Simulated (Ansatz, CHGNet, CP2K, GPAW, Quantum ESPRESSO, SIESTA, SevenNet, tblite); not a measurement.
## GPAW on liquid diethyl ether at 300 K (75 atoms): settings against a plane-wave reference

How do the settings of GPAW change the result for liquid diethyl ether at 300 K (75 atoms)? A plane-wave run serves as the yardstick.

Method: the method is named at each step, in GPAW 26.7.0.

### Step 1. Starting point

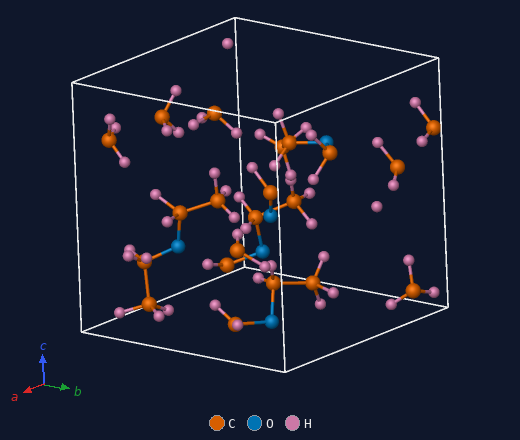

Start, viewed slightly off an axis; carbon orange, oxygen blue, hydrogen pink. Bonds to atoms that aren't drawn are left out. Some periodic images of atoms are drawn too.

The cell holds 75 atoms: 20 C, 5 O and 50 H. Cell: a = 9.535 Å, b = 9.535 Å, c = 9.535 Å, α = 90.0°, β = 90.0°, γ = 90.0°. 5 diethyl ether placed at random, at 0.71 g/cm³; overlaps pushed apart, then 10 ps at 450 K with MMFF94 bonds, angles, torsions, charges and radii (Halgren, J. Comput. Chem. 17, 490 (1996)) in harmonic and 12-6 forms. Snapshot after 20 ps at 300 K and fixed volume. Then every atom was moved at random, 0.05 Å r.m.s. a Cartesian component (hydrogen 0.6 of that).

The yardstick, on the same geometry:

| Property | Result |
| --- | --- |
| method | Kohn-Sham DFT, PBE, PAW, plane waves (Ansatz 0.2.0); cutoff 420 eV, Γ point, fermi-dirac smearing of 0.05 eV; PAW set soft_2 |
| r.m.s. force component | 1.842 eV/Å |
| longest force | 7.482 eV/Å |
| pressure | 2.018 GPa |
| gap (highest filled to lowest empty level) | 4.349 eV |
| SCF cycles | 9 |
| time | 4.6 s on 4 threads of Arm Neoverse V1, shared host |
| CPU time | 16 s |

### Step 2. PBE, LCAO dzp, h 0.18 Å

Method: Kohn-Sham DFT, PBE, PAW, atomic orbitals (dzp).

run.py reads:

```python
import numpy as np
from ase.io import read
from gpaw import GPAW, FermiDirac

atoms = read("structure.xyz")
atoms.calc = GPAW(
    mode="lcao",
    basis="dzp",
    h=0.18,
    xc="PBE",
    kpts={"size": (1, 1, 1), "gamma": True},
    occupations=FermiDirac(0.05),
    maxiter=200,
    symmetry={"point_group": False},
    txt="gpaw.txt",
)
energy = atoms.get_potential_energy(force_consistent=True)
forces = atoms.get_forces()
print(f"energy {energy:.6f} eV")
print("forces (eV/A)")
for i, (a, f) in enumerate(zip(atoms, forces)):
    print(f"{i:4d} {a.symbol:2s} {f[0]:10.5f} {f[1]:10.5f} {f[2]:10.5f}")
print(f"Fermi level {atoms.calc.get_fermi_level():.4f} eV")
for k in range(len(atoms.calc.get_ibz_k_points())):
    for s in range(atoms.calc.get_number_of_spins()):
        e = atoms.calc.get_eigenvalues(kpt=k, spin=s)
        n = np.searchsorted(e, atoms.calc.get_fermi_level())
        print(f"k {k} spin {s} levels about the Fermi level:", np.round(e[max(n - 6, 0):n], 4).tolist(), "|", np.round(e[n:n + 6], 4).tolist())
```

structure.xyz reads:

```xyz
75
Lattice="9.53465 0.00000 0.00000 0.00000 9.53465 0.00000 0.00000 0.00000 9.53465" Properties=species:S:1:pos:R:3 pbc="T T T"
C 8.62390 0.90388 7.24138
C 0.02222 9.19941 6.81708
O 8.96896 8.67167 5.69714
C 0.11499 7.49414 5.06462
C 8.86179 6.95381 4.06271
H 9.03093 1.31435 8.21658
H 7.67291 0.44956 7.39307
H 8.63649 1.60869 6.51608
H 1.03460 9.45465 6.60103
H 9.50662 8.33719 7.62629
H 0.33676 6.78858 5.94552
H 0.92934 7.93950 4.64929
H 8.34949 7.80669 3.45126
H 8.07528 6.35570 4.38117
H 0.04758 6.39565 3.35791
C 1.07541 3.33341 3.33198
C 1.90302 2.16465 2.74112
O 1.42600 2.05357 1.29929
C 2.20355 0.98216 0.81083
C 1.46328 9.11932 0.94965
H 1.23617 4.26618 2.66312
H 1.47682 3.55328 4.28640
H 0.03499 3.23463 3.35496
H 2.96280 2.55796 2.66045
H 1.72015 1.29023 3.33636
H 3.20545 0.89807 1.08733
H 2.13271 1.35411 9.31755
H 1.80815 8.34053 0.39369
H 0.39969 9.22306 0.63186
H 1.34296 8.86618 2.04451
C 5.47918 3.34571 4.50274
C 6.41949 2.31692 4.11725
O 6.25845 2.03050 2.75075
C 7.16863 1.16237 2.26429
C 7.28619 1.40484 0.70709
H 4.48052 2.93019 4.55461
H 5.59970 4.19763 4.03449
H 5.67607 3.41073 5.62049
H 7.57242 2.64157 4.13089
H 6.51541 1.27364 4.67732
H 6.69180 0.09439 2.40864
H 8.11446 1.18926 2.72977
H 7.83624 2.29633 0.53699
H 6.27380 1.46805 0.22540
H 7.86323 0.46825 0.38081
C 4.46632 0.04252 6.90347
C 4.97985 8.31994 7.00511
O 3.95631 7.33186 6.97574
C 4.57692 6.09054 6.92416
C 3.63976 4.98081 6.33701
H 3.78640 0.23608 6.16959
H 5.19677 0.84477 6.69990
H 3.90349 0.28318 7.80583
H 5.76722 8.13658 6.16415
H 5.80183 8.14841 7.86628
H 4.79116 5.80441 8.04362
[... 15 atom lines left out ...]
H 5.04116 4.76609 1.66589
H 3.36011 6.51426 2.32750
H 3.54737 6.42292 0.55082
H 4.31042 7.67473 1.37766
```

Run with:

```sh
> OMP_NUM_THREADS=1 python run.py > output.txt
```

Log:

```text
energy -380.343465 eV
forces (eV/A)
   0 C     3.26230   -3.74863    3.14206
   1 C    -2.20941   -0.45090    2.40129
   2 O    -1.64375   -1.21682   -2.66640
   3 C    -0.68316    1.70196    6.56799
   4 C    -0.87150    0.32020   -5.65080
   5 H    -0.39092   -0.07973   -0.63787
   6 H    -1.65046   -0.30553    0.27180
   7 H    -0.06404    2.93753   -3.07254
   8 H     1.99859    0.69105    0.09332
   9 H     0.45212    1.36805   -0.39278
  10 H     0.29031    0.32877   -0.85018
  11 H     3.94292    1.19376   -1.26008
  12 H     0.79240   -0.93563    0.49140
  13 H    -2.05913   -1.96454    0.87160
  14 H    -1.05516    0.22073    0.43189
  15 C     2.58089    0.99846   -2.60735
  16 C    -1.57905    3.71459   -2.02870
  17 O     1.07805   -0.15971    3.94374
  18 C    -3.97129   -1.46850   -2.96383
  19 C    -1.81677    3.88703    2.73493
  20 H     0.06188   -0.91691    0.66639
  21 H     0.49227    0.59310    1.97226
  22 H    -2.49777   -0.80470    0.21166
  23 H    -0.28488   -0.86123    0.37682
[...]
67 H    -1.36399   -0.23401    0.03352
  68 H    -0.27904   -1.05694    1.22970
  69 H    -0.42926   -0.21297    0.20719
  70 H     1.49573    0.24799    2.34195
  71 H    -0.60559   -4.60731   -0.05833
  72 H     0.10390   -0.15600    0.23530
  73 H     0.80862   -0.56663    0.98913
  74 H     0.74142    0.19757    0.53099
Fermi level -0.7920 eV
k 0 spin 0 levels about the Fermi level: [-3.4493, -2.4181, -2.3777, -2.0496, -2.0198, -1.9881] | [2.8569, 3.7135, 3.7217, 3.7591, 3.8839, 4.0087]
```

gpaw.txt:

```text
Input parameters:
  mode=LCAO(),
  basis={'default': 'dzp'},
  h=0.18,
  kpts=MonkhorstPack(size=(1, 1, 1), gamma=True),
  maxiter=200,
  occupations=Occupations(name='fermi-dirac', width=0.05, fixmagmom=False),
  symmetry=Symmetry(point_group=False),
  xc=XC(name='PBE')
Unit cell  # Å
| periodic |        x |        y |        z |  lengths |    angles |
|----------|----------|----------|----------|----------|-----------|
|      yes | 9.534650 | 0.000000 | 0.000000 | 9.534650 | 90.000000 |
|      yes | 0.000000 | 9.534650 | 0.000000 | 9.534650 | 90.000000 |
|      yes | 0.000000 | 0.000000 | 9.534650 | 9.534650 | 90.000000 |
Number of symmetries: 1
Symmetry operations  # r_c * U_cc + t_c -> r_c
|   | kind |            matrix            |
|---|------|------------------------------|
| 0 |  E   |  1, 0, 0,  0, 1, 0,  0, 0, 1 |
BZ-sampling:
  Number of BZ points: 1
  Number of IBZ points: 1
  Monkhorst-Pack size: [1, 1, 1]
  Monkhorst-Pack shift: [0, 0, 0]
[... lines left out ...]
Reference energy: -31381.331927  # eV
eigensolver:
density mixing:
  MSR1-Mixer
occupation numbers:
  Fermi-Dirac:
    width: 0.0500  # eV
FastPoissonSolver using
    Stencil: 6*3+1=19 point O(h^6) finite-difference Laplacian
xc functional:
  name: PBE with 2 nearest neighbor stencil
interpolation: tri-quintic # 5. degree polynomial
Initialization done in: 5.177 s
convergence criteria:
- Maximum [total energy] change in last 3 cyles: 0.0005 eV / valence electron
- Maximum integral of absolute [dens]ity change: 0.0001 electrons / valence electron
- Maximum integral of absolute [eigenst]ate change: 4e-08 eV^2 / valence electron
maximum number of iterations: 200
SCF iterations
|iter     |      energy | eigst |  dens |
|---------|-------------|-------|-------|
|iter:   1| -397.153383 |      c|       |
|iter:   2| -394.183751 |      c| -0.71 |
|iter:   3| -380.521700 |      c| -0.74 |
|iter:   4| -380.352010 |      c| -1.44 |
|iter:   5| -380.343353 |      c| -2.06 |
|iter:   6| -380.343512c|      c| -2.70 |
|iter:   7| -380.343453c|      c| -3.08 |
|iter:   8| -380.343466c|      c| -3.55 |
|iter:   9| -380.343465c|      c| -4.14c|
Converged in 9 steps
SCF loop duration: 28.252 s (3.139 s/step)
Energy contributions relative to reference atoms: (reference = -31381.331927)
Energy contributions:
  Kinetic:         333.746060
  Coulomb:        -363.194589
  Zero:              2.412248
  External:          0.000000
  Xc:             -353.307185
  Entropy:          -0.000000
  Spinorbit:         0.000000
  ----------------------------
  Free energy:    -380.343465
  Extrapolated:   -380.343465
dipole moment: (-31.524731, -7.336157, -19.943567)  # |e|*Ang
Fermi level: -0.792
Eigenvalues  # (at kpt = [0.000, 0.000, 0.000])
| band index |      eig [eV] | occ [0-2] |
|------------|---------------|-----------|
|          0 |       -23.084 |     2.000 |
|        ... |               |           |
|         72 |        -4.015 |     2.000 |
|         73 |        -3.927 |     2.000 |
[...]
|         87 |         4.545 |     0.000 |
|        ... |               |           |
|         99 |         5.821 |     0.000 |
Gap: 4.845 eV
Transition (v -> c):
  (s=0, k=0, n=79, [0.00, 0.00, 0.00]) -> (s=0, k=0, n=80, [0.00, 0.00, 0.00])
No difference between direct/indirect transitions
Force computation time: 6.340  # s
timing:  # [seconds]
  Total:  39.794  # ━━━━━━━━━━━━━━━━━━━━━━━━━━━━━━━━━━━━━━━━━━━━━━━━━━━━━━━━━
  Init:    5.176  # ━━━━━━━╸
  SCF:    28.252  # ━━━━━━━━━━━━━━━━━━━━━━━━━━━━━━━━━━━━━━━━╸
  Forces:  6.340  # ━━━━━━━━━
```

Run time: 41 s. Hardware: 1 thread of Arm Neoverse V1, shared host; peak memory 0.71 GiB.

Banners, paths, timers and routine set-up lines are dropped from the logs unmarked, and long logs keep their key lines alone; longer cuts are marked.

Numbers from this run, and their distance from the reference:

```
r.m.s. force component                           : 2.002 eV/Å
r.m.s. difference of force components            : 316.5 meV/Å
longest difference of force vectors              : 950.5 meV/Å
force difference over r.m.s. force               : 17.18 %
slope of forces against the reference's          : 1.076
correlation of force components                  : 0.9899
gap (highest filled to lowest empty level) : 4.845 eV
gap difference                                   : 0.4961 eV
```

Length of the force difference by element (eV/Å):

| element | atoms | mean | most |
| --- | --- | --- | --- |
| C | 20 | 0.44 | 0.66 |
| H | 50 | 0.55 | 0.95 |
| O | 5 | 0.58 | 0.73 |

Levels nearest the highest filled one (eV from it): -1.46, -0.43, -0.39, -0.06, -0.03, 0.00, 4.84, 5.70, 5.71, 5.75, 5.87, 6.00.

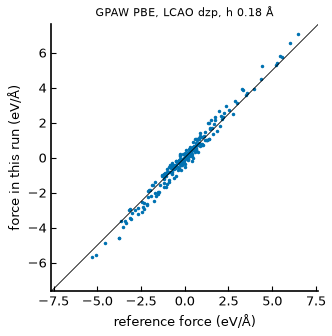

Force components against those of the reference; the line marks equality.

The surroundings of H40, picked at random, nearest first, numbered as they follow in the input and with coordinates relative to it.

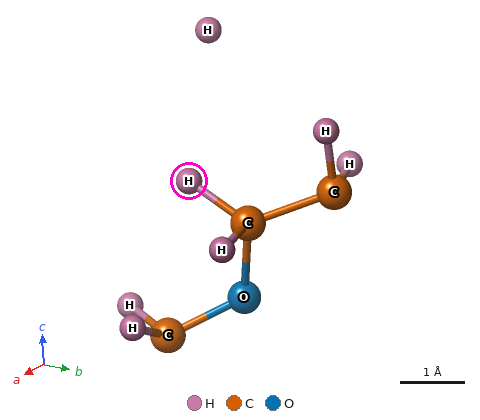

The atoms of the table, within 2.6 Å (arrows a, b, c point along x, y, z); some may hide others; the central atom is ringed.

| atom | x | y | z | distance (Å) | bonds | Fx | Fy | Fz (eV/Å) |
| --- | --- | --- | --- | --- | --- | --- | --- | --- |
| H40 | 0.00 | 0.00 | 0.00 | 0.00 | 1 | -0.83 | 1.53 | -0.13 |
| C32 | -0.10 | 1.04 | -0.56 | 1.19 | 4 | 4.49 | -2.54 | -0.81 |
| H39 | 1.06 | 1.37 | -0.55 | 1.81 | 1 | -1.54 | 0.11 | 0.77 |
| O33 | -0.26 | 0.76 | -1.93 | 2.09 | 2 | -2.19 | 2.15 | -0.05 |
| C31 | -1.04 | 2.07 | -0.17 | 2.32 | 4 | -0.62 | -4.87 | 5.76 |
| H52 | -1.32 | -0.43 | 2.02 | 2.45 | 1 | 0.60 | 0.07 | 0.45 |
| H38 | -0.84 | 2.14 | 0.94 | 2.48 | 1 | 0.00 | 0.78 | -0.51 |
| C34 | 0.65 | -0.11 | -2.41 | 2.50 | 4 | -2.24 | -2.96 | -3.47 |
| H42 | 1.60 | -0.08 | -1.95 | 2.52 | 1 | 2.17 | 0.19 | 1.12 |
| H41 | 0.18 | -1.18 | -2.27 | 2.56 | 1 | 1.04 | 0.73 | -0.11 |
| H36 | -2.03 | 1.66 | -0.12 | 2.63 | 1 | -1.15 | -0.06 | -0.65 |

Atoms are counted from 1 here, from 0 in the log.

Forces lie 17 % from the reference's, at 2.5 times its CPU time (on 1 against 4 cores).

### Step 3. PBE, LCAO dzp, h 0.25 Å

Method: Kohn-Sham DFT, PBE, PAW, atomic orbitals (dzp).

Edit run.py of step 2 so:

```diff
@@ -8,3 +8,3 @@
     basis="dzp",
-    h=0.18,
+    h=0.25,
     xc="PBE",
```

structure.xyz is that of step 2.

Log:

```text
energy -373.250383 eV
forces (eV/A)
   0 C     3.30399   -3.78492    3.20717
   1 C    -2.14289   -0.48705    2.36924
   2 O    -1.65024   -1.28364   -2.54325
   3 C    -0.65926    1.75279    6.64594
   4 C    -0.81462    0.38591   -5.62318
   5 H    -0.55311   -0.06794   -0.71426
   6 H    -1.54708   -0.46627    0.29815
   7 H    -0.02473    2.96732   -3.27031
   8 H     1.80536    0.85312    0.21578
   9 H     0.29527    1.32243   -0.40335
  10 H     0.13501    0.28196   -0.97289
  11 H     3.79716    1.07139   -1.25927
  12 H     0.84201   -0.93344    0.45615
  13 H    -2.22593   -1.81890    0.71741
  14 H    -0.97710    0.09858    0.55993
  15 C     2.59655    0.97116   -2.60949
  16 C    -1.54220    3.74699   -1.98773
  17 O     1.06934   -0.10588    3.85171
  18 C    -3.91575   -1.48290   -2.93564
  19 C    -1.77864    3.94489    2.73065
  20 H     0.17428   -1.05761    0.79231
  21 H     0.57956    0.44506    1.93240
  22 H    -2.35867   -0.68274    0.34329
  23 H    -0.41558   -0.80093    0.51650
[...]
67 H    -1.20505   -0.39451   -0.08271
  68 H    -0.38110   -0.92443    1.28404
  69 H    -0.55403   -0.36026    0.10105
  70 H     1.66632    0.12088    2.43398
  71 H    -0.46553   -4.63022   -0.09475
  72 H     0.23876   -0.31158    0.22137
  73 H     0.64889   -0.66864    0.87602
  74 H     0.87584    0.29282    0.47478
Fermi level -0.7716 eV
k 0 spin 0 levels about the Fermi level: [-3.445, -2.4172, -2.3744, -2.043, -2.0135, -1.9836] | [2.8597, 3.7163, 3.7257, 3.7625, 3.8866, 4.0123]
```

gpaw.txt:

```text
Input parameters:
  mode=LCAO(),
  basis={'default': 'dzp'},
  h=0.25,
  kpts=MonkhorstPack(size=(1, 1, 1), gamma=True),
  maxiter=200,
  occupations=Occupations(name='fermi-dirac', width=0.05, fixmagmom=False),
  symmetry=Symmetry(point_group=False),
  xc=XC(name='PBE')
Unit cell  # Å
| periodic |        x |        y |        z |  lengths |    angles |
[... lines left out ...]
  Fermi-Dirac:
[... lines left out ...]
convergence criteria:
- Maximum [total energy] change in last 3 cyles: 0.0005 eV / valence electron
[... lines left out ...]
Converged in 9 steps
[... lines left out ...]
  Free energy:    -373.250383
  Extrapolated:   -373.250383
dipole moment: (-31.341167, -7.336039, -20.414782)  # |e|*Ang
Fermi level: -0.772
Eigenvalues  # (at kpt = [0.000, 0.000, 0.000])
| band index |      eig [eV] | occ [0-2] |
|------------|---------------|-----------|
|          0 |       -23.106 |     2.000 |
|        ... |               |           |
|         72 |        -4.009 |     2.000 |
|         73 |        -3.921 |     2.000 |
[...]
|         87 |         4.551 |     0.000 |
|        ... |               |           |
|         99 |         5.825 |     0.000 |
Gap: 4.843 eV
Transition (v -> c):
  (s=0, k=0, n=79, [0.00, 0.00, 0.00]) -> (s=0, k=0, n=80, [0.00, 0.00, 0.00])
No difference between direct/indirect transitions
Force computation time: 3.831  # s
timing:  # [seconds]
  Total:  25.123  # ━━━━━━━━━━━━━━━━━━━━━━━━━━━━━━━━━━━━━━━━━━━━━━━━━━━━━━━━━
  Init:    4.091  # ━━━━━━━━━╸
  SCF:    17.175  # ━━━━━━━━━━━━━━━━━━━━━━━━━━━━━━━━━━━━━━━
  Forces:  3.831  # ━━━━━━━━╸
```

Run time: 26 s. Hardware: 1 thread; peak memory 0.4 GiB.

Against the reference:

| Property | Result |
| --- | --- |
| r.m.s. force component | 2.005 eV/Å |
| r.m.s. difference of force components | 337.1 meV/Å |
| longest difference of force vectors | 1193 meV/Å |
| force difference over r.m.s. force | 18.3 % |
| slope of forces against the reference's | 1.075 |
| correlation of force components | 0.9882 |
| gap (highest filled to lowest empty level) | 4.843 eV |
| gap difference | 0.4944 eV |
| energy less the same-level run's | 94.57 meV/atom |
| r.m.s. force difference from the same-level run | 102.1 meV/Å |

This is a coarse setting, run to see what it loses.

Against the first run (17 %), the force difference from the reference is 18 %, at 0.64 times the CPU time: the grid matters here.

The forces add up to 1.3 eV/Å instead of zero, usually a sign of too coarse a grid.

(Continued in part 2 of 2.)

[Also dropped from logs without a mark: logging warnings of Python, and SIESTA's first energy breakdown and zero terms.]

[Logs are printed without paths, hosts, clocks, repeated set-up lines and the standing remarks that a program may print on its own settings, such as how far it seeks lower states.]

[Hosts, paths, dates, database ids (printed as entryN), source tags and the programs' standing remarks are cut or masked in the printed files.]

[The MMFF94 radii named for the starting cell were scaled by 0.96; in molecules described by MMFF94, hydrogen bound to N, O or S took a small fixed 12-6 site in their place.]
